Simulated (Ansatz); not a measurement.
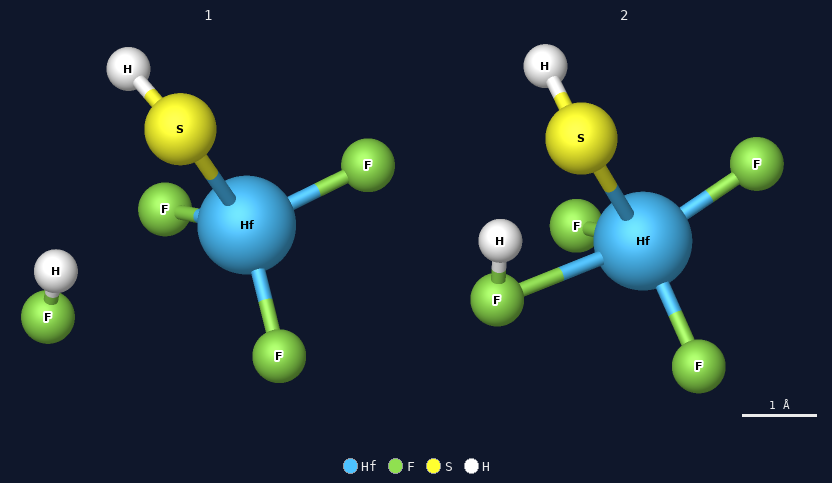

Two geometries of HfH2SF4, drawn at one scale. One is the start of a relaxation, the other its converged end. The picture is a ball-and-stick view, seen at a tilt.

Theory: RKS PBE/def2-SVP in Ansatz. Set-up: no spin polarisation; force threshold 0.03 eV/Å; at most 50 steps.

Question: Which geometry has the lower energy?

Answer: Structure 2 is the relaxed one. The run prepares an end point of a later path (reaction) calculation, from a guessed geometry. The largest move after the best rigid fit is that of an H atom, 0.61 Å. By element the largest moves are H 0.61 Å, F 0.54 Å, Hf 0.35 Å, S 0.27 Å. Among the contacts that change: F–Hf 3.168 → 2.290 Å, H–Hf 3.194 → 2.438 Å, H–S 2.591 → 1.867 Å, F–H 0.937 → 1.042 Å. New bonds form, among them: F–Hf (3.17 → 2.29 Å). Bond angles that change, for instance: F–Hf–S 106.3° → 96.1°, F–Hf–S 111.1° → 117.9°, F–Hf–S 111.6° → 117.4°. The energy falls by 0.401 eV in 9 accepted moves (10 points after the start). Largest force component: 0.55 eV/Å at the start, 0.022 eV/Å at the end. The line search rejected the trial step at point 5 of the run. The run took 9.1 s on 4 threads of Intel(R) Xeon(R) 6975P-C (Granite Rapids) (shared host), peak memory 0.19 GiB.

Limits of the set-up: the start holds two separate molecules, 2.6 Å apart at their closest, whose relative position is a soft coordinate and is computed without a dispersion correction.
